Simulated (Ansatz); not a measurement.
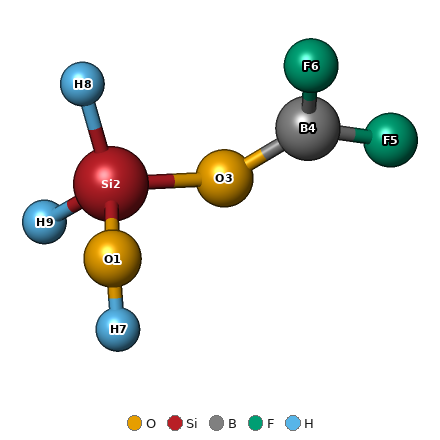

The system is BF2H3O2Si, SMILES O[SiH2]OB(F)F; the picture shows the reference structure. First axis: dihedral H7–O1–Si2–O3. Second axis: dihedral O1–Si2–O3–B4. Nothing is relaxed (all other coordinates rigid). The scan uses an 18 × 18 grid. Points are written as (first, second). Energies: kJ/mol, counted from the lowest grid point. The calculation used Ansatz 0.2.0, RKS r2SCAN-D4/def2-SVP.

Its coordinates:

```yaml
atoms:
  - { symbol: O, position_ang: [1.3002, -1.4094, 0.5033] }
  - { symbol: Si, position_ang: [0.0009, -0.9713, -0.4187] }
  - { symbol: O, position_ang: [-0.1194, 0.7033, -0.5264] }
  - { symbol: B, position_ang: [-0.5814, 1.6314, 0.3308] }
  - { symbol: F, position_ang: [-0.5104, 2.9172, 0.0281] }
  - { symbol: F, position_ang: [-1.1219, 1.3020, 1.4995] }
  - { symbol: H, position_ang: [2.1808, -1.2821, 0.1316] }
  - { symbol: H, position_ang: [-1.1962, -1.5142, 0.2615] }
  - { symbol: H, position_ang: [0.1361, -1.4233, -1.8270] }
```

Range: dihedral H7–O1–Si2–O3 from −180 to 160°; dihedral O1–Si2–O3–B4 from −180 to 160°.

**Predict the map.**

The lowest grid point is at (−60°, 40°). Higher local minima lie near (−80°, −80°) (2.3 kJ/mol above the lowest at that grid point); (80°, −40°) (3.3 kJ/mol above the lowest at that grid point); (100°, 80°) (7.3 kJ/mol above the lowest at that grid point). The highest grid point, (−180°, 160°), lies 18.4 kJ/mol above the lowest. On the interpolated surface the easiest way out of the lowest well to the well at about (−70°, −80°) passes a barrier of about 6 kJ/mol. Round the minimum the valley is somewhat tilted: raising dihedral H7–O1–Si2–O3 shifts the best value of dihedral O1–Si2–O3–B4 downwards (coupling k₁₂/√(k₁₁k₂₂) about 0.5).

| dihedral O1–Si2–O3–B4 ↓, dihedral H7–O1–Si2–O3 → | −180 | −140 | −100 | −60 | −20 | 20 | 60 | 100 | 140 |
| --- | --- | --- | --- | --- | --- | --- | --- | --- | --- |
| 160 | 18.4 | 15.8 | 8.5 | 5.6 | 9.4 | 11.6 | 9.1 | 9.2 | 14.2 |
| 120 | 17.4 | 15.6 | 9.2 | 6.9 | 10.9 | 12.5 | 9.3 | 8.9 | 13.3 |
| 80 | 14.6 | 12.7 | 6.2 | 4.4 | 10.2 | 12.6 | 8.8 | 7.3 | 10.9 |
| 40 | 15.8 | 13.4 | 4.9 | 0.0 | 5.9 | 12.8 | 11.0 | 9.5 | 12.4 |
| 0 | 17.8 | 16.1 | 9.4 | 4.4 | 4.5 | 6.7 | 8.2 | 10.5 | 14.9 |
| −40 | 14.3 | 12.1 | 6.3 | 5.0 | 9.4 | 8.4 | 3.6 | 4.8 | 10.5 |
| −80 | 13.4 | 10.9 | 4.3 | 2.5 | 8.4 | 12.1 | 8.2 | 6.5 | 10.2 |
| −120 | 16.5 | 13.6 | 6.4 | 3.6 | 8.6 | 12.7 | 10.7 | 9.8 | 13.5 |
| −160 | 17.9 | 14.9 | 7.3 | 4.2 | 8.4 | 11.6 | 9.6 | 9.5 | 14.2 |

The table holds every second grid line.

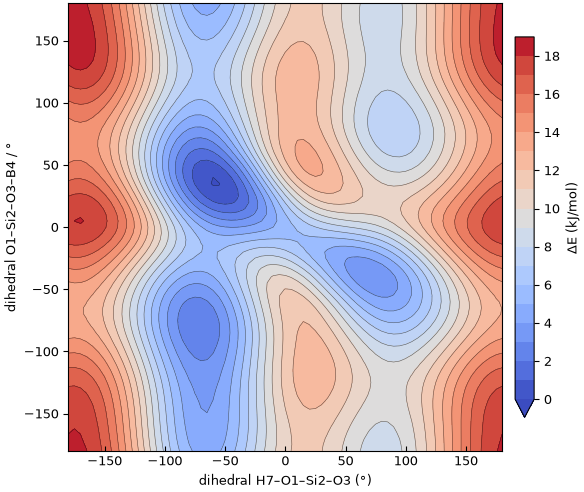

Drawn: filled contours. Between grid points the surface is interpolated.

The whole map (324 points run) took 18 min on 1 thread of Intel(R) Xeon(R) 6975P-C (Granite Rapids) (shared host).
